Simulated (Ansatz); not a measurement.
# BSi+ (triplet): PBE-QIDH, RPA-PBE over a scan of the distance Si1–B2, cc-pVDZ

Aim: run BSi+ (triplet) with these functionals over a scan of the distance Si1–B2, and hold them against the top wave-function level at the same points.

Method: cc-pVDZ, all electrons in the functionals, frozen cores in the correlation of double hybrids and RPA; program: Ansatz 0.2.0, Gaussian basis.

To be run: PBE-QIDH, RPA-PBE, at 1.716 Å; 1.888 Å; 2.095 Å; 2.301 Å; 2.517 Å; 2.954 Å; 3.329 Å; 3.952 Å; 4.516 Å; 5.553 Å; 7.216 Å.

17 further runs of the same task are left out: 1 for a known fault of the program, 13 that didn't finish, 3 set aside as unsound or not needed.

## (1) The geometry

The geometry derives from a PBE0/def2-TZVP stationary point (not a proven minimum). One bond is set to the value named and the two fragments are kept rigid.

2 atoms, charge 1, spin multiplicity 3.

Atoms are counted from 1 here; the program's logs count them from 0.

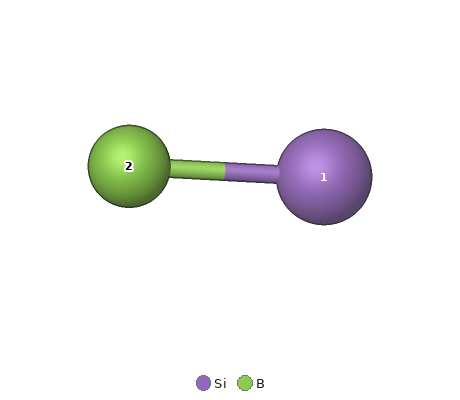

The geometry (silicon purple, boron green); atoms are numbered from 1 in the order of the file.

No dispersion term is added.

The geometry shown and the zero of energy belong to the point 2.095 Å. The yardstick, FCI, and other wave-function levels (R restricted, U unrestricted, valence and pair active spaces) come from earlier runs.

## (2) PBE-QIDH, 1.716 Å

in.yaml

```yaml
crystal:
  periodic: [false, false, false]
  atoms:
    - {symbol: Si, position_ang: [0.000000, 0.000000, 0.000000]}
    - {symbol: B, position_ang: [0.000000, 0.000000, 1.716000]}
basis:
  gaussian: {orbitals: cc-pVDZ}
total_charge: 1
magnetization: {spin_polarized: true, initial_magnetization: 2}
hamiltonian: {xc: {name: PBE-QIDH}}
correlation: {electrons: outside_noble_gas}
```

Launch:

```console
$ ansatz run in.yaml --threads 1 --pin off --events-out ev --progress --plain --max-ram 2393MiB
```

The runs that follow: PBE-QIDH, 1.888 Å; PBE-QIDH, 2.095 Å; PBE-QIDH, 2.301 Å; PBE-QIDH, 2.517 Å; PBE-QIDH, 2.954 Å; PBE-QIDH, 3.329 Å; PBE-QIDH, 3.952 Å; PBE-QIDH, 4.516 Å; PBE-QIDH, 5.553 Å; PBE-QIDH, 7.216 Å; RPA-PBE, 1.716 Å; RPA-PBE, 1.888 Å; RPA-PBE, 2.095 Å; RPA-PBE, 2.301 Å; RPA-PBE, 2.517 Å; RPA-PBE, 2.954 Å; RPA-PBE, 3.329 Å; RPA-PBE, 3.952 Å; RPA-PBE, 4.516 Å; RPA-PBE, 5.553 Å; RPA-PBE, 7.216 Å.

Before running them: what should the planned runs give, taken together? Wanted: span of the FCI curve; largest miss, PBE-QIDH; largest miss, RPA-PBE.

The runs gave:

| quantity | value |
| --- | --- |
| span of the FCI curve | 2.195 eV |
| largest miss, PBE-QIDH | +0.187 eV (2.954 Å) |
| largest miss, RPA-PBE | -2.036 eV (7.216 Å) |

What this shows: Of the functionals, PBE-QIDH keep the smallest largest miss at the points compared (at most 0.187 eV) and RPA-PBE strays most (2.036 eV, at 7.216 Å). PBE-QIDH clearly breaks the spin symmetry at some points (⟨S²⟩ up to 0.44 above the pure value), so energy there is bought with a mixed spin. Functionals and the yardstick converge differently with the basis, so part of each miss in cc-pVDZ is the basis.
